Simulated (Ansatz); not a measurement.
# HSE06/def2-SVP (core potential) run of SnCl2 (SMILES [Cl][Sn][Cl])

Aim: the electronic atomisation energy of SnCl2 at HSE06/def2-SVP (core potential), from 3 runs. 

The calculation is run with Ansatz 0.2.0.

32 further runs of the same task are left out: 32 set aside as unsound or not needed.

### Step 1. Starting point

The species is SnCl2 (3 atoms), meant as a singlet with charge 0. SMILES: `[Cl][Sn][Cl]`. Geometry: relaxed at PBE0-D4/def2-TZVP.

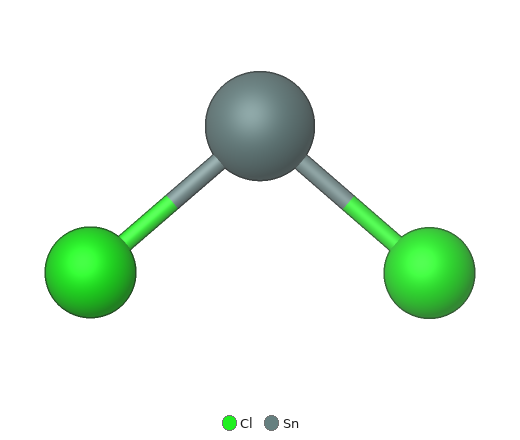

The structure, seen from a chosen angle (chlorine green, tin teal).

### Step 2. The energy at HSE06/def2-SVP (core potential)

Contents of job.yaml:

```yaml
crystal:
  periodic: [false, false, false]
  atoms:
    - {symbol: Cl, position_ang: [1.154200, 1.220700, 0.756000]}
    - {symbol: Sn, position_ang: [-0.796900, 0.518900, -0.376600]}
    - {symbol: Cl, position_ang: [-0.368200, -1.804500, -0.392600]}
basis:
  gaussian:
    orbitals: def2-SVP
hamiltonian:
  xc: hse06
accuracy: high
output: {orbitals: {seedname: orbitals}}
```

Command:

```sh
$ ansatz run job.yaml --threads 1 --pin off --max-ram 3480MiB --events-out events.jsonl --progress --plain --runs-dir runs
```

Standard output:

```text
Warning: RAYON_NUM_THREADS=1 ignored (pool sized by the plan → 1); use --threads N
Functional definition: HSE06
  name "HSE06"
  parameter a = 0.25
  parameter omega = 0.11/bohr
  exchange = pbe_x - a*pbe_x_sr(omega) + a*exact_x_sr(omega)
  correlation = pbe_c
1269 factors; integrals over basis functions are off by at most 6.3e-9 eV
84 factors; integrals over basis functions are off by at most 8.5e-10 eV
mean field evaluation 1: about -30862.0541 eV, gradient 1.9e1 eV
mean field evaluation 2: about -30859.5330 eV, gradient 3.4e1 eV
mean field evaluation 4: about -30863.2262 eV, gradient 6.3e-1 eV
mean field evaluation 8: about -30863.2779 eV, gradient 2.6e-2 eV
mean field evaluation 16: about -30863.2779 eV, gradient 1.2e-6 eV
mean field -30863.27786433 eV, -1134.2045416329 hartree, gradient 2.4e-8 eV, S^2 0.000000; 0 other end points of the search recorded, 0 dependent functions left out
reference -30863.27786683 eV, -1134.2045417249 hartree; 28, 28 occupied and 34, 34 virtual orbitals, 1269 factors
Total energy: -30863.27786683 eV, -1134.2045417249 hartree
```

Run time: 5.1 s. Hardware: 1 thread of Arm Neoverse V1, shared host; peak memory 0.19 GiB.

### Step 3. The Cl atom at the same level

Contents of job.yaml:

```yaml
crystal:
  periodic: [false, false, false]
  atoms:
    - symbol: Cl
      position_ang: [0.000000, 0.000000, 0.000000]
basis:
  gaussian: {orbitals: def2-SVP}
magnetization: {spin_polarized: true, initial_magnetization: 1}
hamiltonian: {xc: {name: HSE06}}
accuracy: high
```

Run the same way, it converges to -459.83072 Eh (log not shown).

### Step 4. The Sn atom, same level

Contents of run.yaml:

```yaml
crystal:
  periodic: [false, false, false]
  atoms:
    - symbol: Sn
      position_ang: [0.000000, 0.000000, 0.000000]
basis:
  gaussian: {orbitals: def2-SVP}
magnetization: {spin_polarized: true, initial_magnetization: 2}
hamiltonian: {xc: {name: HSE06}}
accuracy: high
```

Run the same way, it converges to -214.25312 Eh (log not shown).

### Step 5. Results

Level: HSE06/def2-SVP (core potential).

| quantity | value |
| --- | --- |
| molecule: total energy | -1134.20454 Eh |
| molecule: HOMO energy | -7.46 eV |
| molecule: LUMO energy | -3.35 eV |
| molecule: HOMO–LUMO gap | 4.11 eV |
| Cl atom: total energy | -459.83072 Eh |
| Cl atom: ⟨S²⟩ | 0.752 |
| Sn atom: total energy | -214.25312 Eh |
| Sn atom: ⟨S²⟩ | 2.003 |
| electronic atomisation energy | 7.891 eV |

What this shows: Taking the molecule apart into free atoms costs 7.89 eV (761 kJ/mol), before zero-point energy and without spin-orbit coupling.
